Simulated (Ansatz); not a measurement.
**Al₂NH₃ (SMILES [NH]1[AlH][AlH]1): functionals against CCSD(T) at one geometry**

Aim: energy, forces and dipole at a structure displaced at random from a GFN2-xTB minimum, from CCSD(T) and from density functionals.

Program: Ansatz 0.2.0, Gaussian basis. Level of theory: single points in def2-TZVPP. These are calculated values, not measurements.

Correlated methods freeze the cores.

## (1) The system as given

SMILES `[NH]1[AlH][AlH]1`, 6 atoms, charge 0, spin multiplicity 1.

Atoms are counted from 1 here; the program's logs count them from 0.

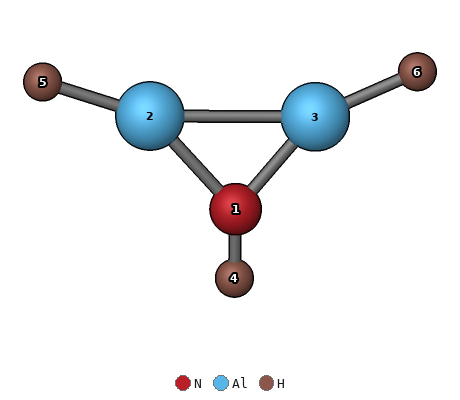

As it starts; nitrogen red, aluminium blue, hydrogen brown; atoms are numbered from 1 in the order of the file.

Geometry (Å):

```
N    -0.83630   -0.35550   -0.21380
Al    0.73770    0.42550   -1.10340
Al    0.15230    0.01750    1.33510
H    -1.73820   -0.92450   -0.51280
H     1.55950    0.95750   -2.54970
H     0.43890   -0.04730    3.02100
```

## (2) CCSD(T)/def2-TZVPP

run/in.yaml reads:

```yaml
crystal:
  periodic: [false, false, false]
  atoms:
    - {symbol: N, position_ang: [-0.836300, -0.355500, -0.213800]}
    - {symbol: Al, position_ang: [0.737700, 0.425500, -1.103400]}
    - {symbol: Al, position_ang: [0.152300, 0.017500, 1.335100]}
    - {symbol: H, position_ang: [-1.738200, -0.924500, -0.512800]}
    - {symbol: H, position_ang: [1.559500, 0.957500, -2.549700]}
    - {symbol: H, position_ang: [0.438900, -0.047300, 3.021000]}
basis:
  gaussian: {orbitals: def2-TZVPP}
correlation: {method: ccsd_t}
output: {forces: true}
```

No record of the launch command was kept for these runs.

Log, shortened:

```text
Functional definition: HF
  name "HF"
  cite "Fock, Z. Phys. 61, 126 (1930) doi:10.1007/BF01340294"
  parent pbe
[...]
940 factors; integrals over basis functions are off by at most 7.9e-4 eV
[...]
mean field -14694.81819201 eV, -540.0246080509 hartree, gradient 2.9e-6 eV, S^2 0.000000; 0 other end points of the search recorded, 0 dependent functions left out
11 core orbitals not correlated: weight in the atoms' cores, before any rotation towards them, 1.000 or more for the frozen orbitals, at most 0.000 for the correlated occupied ones
reference -14694.81819201 eV, -540.0246080509 hartree; 7, 7 occupied and 139, 139 virtual orbitals, 940 factors
second order -10.13966640 eV of doubles, -0.00000000 eV of singles
cycle   1  -10.27221742 eV  change   -1.3e-1 eV  update   1.1e-1
[...]
cycle  13  -10.77316440 eV  change   -5.6e-6 eV  update   2.7e-6
perturbative correction -0.53827298 eV, -0.0197811670 hartree
[...]
Total energy: -14706.12962939 eV, -540.4402957072 hartree
Atom 0 at    -0.836300    -0.355500    -0.213800 Å, force    -0.732238    -0.989489    -0.869862 eV/Å
Atom 1 at     0.737700     0.425500    -1.103400 Å, force    -0.385089    -0.006713     1.082760 eV/Å
Atom 2 at     0.152300     0.017500     1.335100 Å, force     0.614891     0.267825    -0.792272 eV/Å
Atom 3 at    -1.738200    -0.924500    -0.512800 Å, force     2.227670     1.552505     0.808060 eV/Å
Atom 4 at     1.559500     0.957500    -2.549700 Å, force    -1.057168    -0.656772     0.925102 eV/Å
Atom 5 at     0.438900    -0.047300     3.021000 Å, force    -0.668066    -0.167357    -1.153788 eV/Å
Dipole moment:    -0.251730    -0.176058    -0.066662 e Å
```

Run time: 34 s. Hardware: 4 threads, shared host; peak memory 1.9 GiB.

## (3) PBE0-D4/def2-TZVPP

Changes to run/in.yaml since step 2:

```diff
@@ -11,3 +11,3 @@
   gaussian: {orbitals: def2-TZVPP}
-correlation: {method: ccsd_t}
-output: {forces: true}
+hamiltonian: {xc: pbe0, dispersion: d4}
+output: {forces: true, orbitals: {seedname: orbitals}}
```

The log in run was not kept; the run's report gives a total energy of -14724.838587 eV.

Run time: 1.3 s. Hardware: 4 threads, shared host; peak memory 0.29 GiB.

## (4) wB97M-V/def2-TZVPP

Changes to run/in.yaml since step 3:

```diff
@@ -11,3 +11,3 @@
   gaussian: {orbitals: def2-TZVPP}
-hamiltonian: {xc: pbe0, dispersion: d4}
-output: {forces: true, orbitals: {seedname: orbitals}}
+hamiltonian: {xc: {name: wB97M-V}}
+output: {forces: true}
```

The log in run was not kept; the run's report gives a total energy of -14731.160754 eV.

It took 4.6 s on 4 threads, shared host; peak memory 0.37 GiB.

## (5) r2SCAN-D4/def2-TZVPP

Changes to run/in.yaml since step 4:

```diff
@@ -11,3 +11,3 @@
   gaussian: {orbitals: def2-TZVPP}
-hamiltonian: {xc: {name: wB97M-V}}
+hamiltonian: {xc: r2scan, dispersion: d4}
 output: {forces: true}
```

The log in run was not kept; the run's report gives a total energy of -14730.520306 eV.

Run time: 2.1 s. Hardware: 4 threads, shared host; peak memory 0.18 GiB.

## (6) PBE-D4/def2-TZVPP

Changes to run/in.yaml since step 5:

```diff
@@ -11,3 +11,3 @@
   gaussian: {orbitals: def2-TZVPP}
-hamiltonian: {xc: r2scan, dispersion: d4}
+hamiltonian: {xc: pbe, dispersion: d4}
 output: {forces: true}
```

The log in run was not kept; the run's report gives a total energy of -14723.812606 eV.

Wall time 1 s (4 threads, shared host); peak memory 0.16 GiB.

## (7) BHLYP-D4/def2-TZVPP

Changes to run/in.yaml since step 6:

```diff
@@ -11,3 +11,3 @@
   gaussian: {orbitals: def2-TZVPP}
-hamiltonian: {xc: pbe, dispersion: d4}
+hamiltonian: {xc: {name: BHLYP}, dispersion: d4}
 output: {forces: true}
```

The log in run was not kept; the run's report gives a total energy of -14731.874883 eV.

Run time: 1.5 s. Hardware: 4 threads, shared host; peak memory 0.29 GiB.

## (8) B97M-V/def2-TZVPP

Changes to run/in.yaml since step 7:

```diff
@@ -11,3 +11,3 @@
   gaussian: {orbitals: def2-TZVPP}
-hamiltonian: {xc: {name: BHLYP}, dispersion: d4}
+hamiltonian: {xc: {name: B97M-V}}
 output: {forces: true}
```

Log, shortened:

```text
Functional definition: B97M-V
  name "B97M-V"
  cite "Mardirossian & Head-Gordon, J. Chem. Phys. 142, 074111 (2015) doi:10.1063/1.4907719"
  cite "Becke, J. Chem. Phys. 107, 8554 (1997) doi:10.1063/1.475007"
  cite "Vydrov & Van Voorhis, J. Chem. Phys. 133, 244103 (2010) doi:10.1063/1.3521275"
  # Of w^i u^j: cxij and so on, Table III.
[...]
  gx(w, u) = cx00 + cx01*u + cx02*u^2 + (cx10 + cx11*u)*w
  gss(w, u) = css00 + css02*u^2 + css10*w + (css32*w^3 + css42*w^4)*u^2
  gos(w, u) = cos00 + cos01*u + cos03*u^3 + cos10*w + cos32*w^3*u^2
[...]
      + integral(e_c_pw_mod_opposite_spin*gos(b97_w_opposite, b97_u_opposite)) + vv10(b, c)
870 factors; their error is unknown
[...]
mean field -14729.50856800 eV, -541.2994558547 hartree, gradient 1.5e-5 eV, S^2 0.000000; 0 other end points of the search recorded, 0 dependent functions left out
[...]
reference -14729.50863200 eV, -541.2994582065 hartree; 18, 18 occupied and 139, 139 virtual orbitals, 870 factors
Total energy: -14729.50863200 eV, -541.2994582065 hartree
Atom 0 at    -0.836300    -0.355500    -0.213800 Å, force    -0.470075    -0.884239    -0.758607 eV/Å
Atom 1 at     0.737700     0.425500    -1.103400 Å, force    -0.609636    -0.123332     1.292067 eV/Å
Atom 2 at     0.152300     0.017500     1.335100 Å, force     0.454413     0.223733    -1.143499 eV/Å
Atom 3 at    -1.738200    -0.924500    -0.512800 Å, force     2.292704     1.590096     0.838731 eV/Å
Atom 4 at     1.559500     0.957500    -2.549700 Å, force    -1.016148    -0.634400     0.867767 eV/Å
Atom 5 at     0.438900    -0.047300     3.021000 Å, force    -0.651257    -0.171857    -1.096459 eV/Å
Dipole moment:    -0.250553    -0.175044    -0.064657 e Å
```

It took 4.5 s on 4 threads, shared host; peak memory 0.22 GiB.

## (9) The levels compared

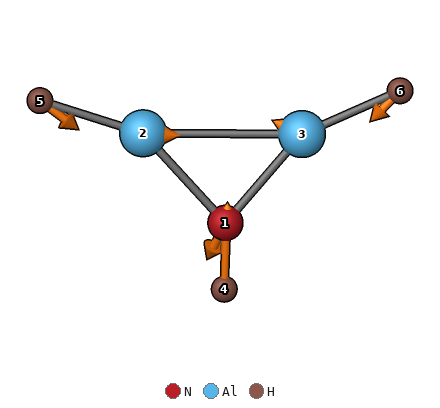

Forces at CCSD(T); the longest arrow is 2.83 eV/Å.

```csv
method,RMS force component (eV/Å),RMS error against CCSD(T) (eV/Å),angle to CCSD(T) forces (°),dipole (D)
CCSD(T),0.969,0,0,1.51
PBE0-D4,0.990,0.116,6.7,1.43
wB97M-V,1.009,0.101,5.3,1.34
r2SCAN-D4,0.951,0.109,6.4,1.54
PBE-D4,0.852,0.137,4.6,1.44
BHLYP-D4,1.106,0.201,8.1,1.31
B97M-V,0.987,0.143,8.3,1.50
```

Energy less the free neutral atoms in their ground states at the same level (atoms from separate runs):

Differences are taken before rounding.

```csv
method,rung,energy less atoms (eV),from CCSD(T) (eV)
PBE-D4,GGA,-16.432,-0.858
r2SCAN-D4,meta-GGA,-16.180,-0.607
B97M-V,meta-GGA,-16.474,-0.900
PBE0-D4,hybrid,-15.863,-0.289
BHLYP-D4,hybrid,-15.281,+0.292
wB97M-V,range-separated hybrid,-16.066,-0.492
Hartree-Fock,wavefunction,-10.167,+5.406
MP2,wavefunction,-15.788,-0.215
CCSD,wavefunction,-15.159,+0.415
CCSD(T),wavefunction,-15.574,0
```

What each level took, beside its miss in the forces (shared host):

```csv
method,time,RMS force error (eV/Å)
CCSD(T),34 s,0
PBE0-D4,1.3 s,0.116
wB97M-V,4.6 s,0.101
r2SCAN-D4,2.1 s,0.109
PBE-D4,1 s,0.137
BHLYP-D4,1.5 s,0.201
B97M-V,4.5 s,0.143
```

## (10) Summary of results

```
                                  quantity                                                                                           value
energy less free atoms, CCSD(T)/def2-TZVPP                                                                                      -15.574 eV
                       RMS force component                                                            0.852 to 1.106 eV/Å over the methods
                           RMS force error  PBE0-D4 0.116, wB97M-V 0.101, r2SCAN-D4 0.109, PBE-D4 0.137, BHLYP-D4 0.201, B97M-V 0.143 eV/Å
                    HOMO and LUMO, PBE0-D4                                                                              -5.52 and -1.42 eV
                             T1 diagnostic                                                                                           0.019
```

**Reading.** Against CCSD(T) the functionals' energies less atoms differ by -0.900 to +0.292 eV, PBE-D4 by -0.858 eV. CCSD(T) in triple zeta still lacks some correlation energy of the bonds, so part of these gaps is its own basis error and they don't rank the functionals. The forces of wB97M-V come nearest to CCSD(T), those of BHLYP-D4 are farthest.
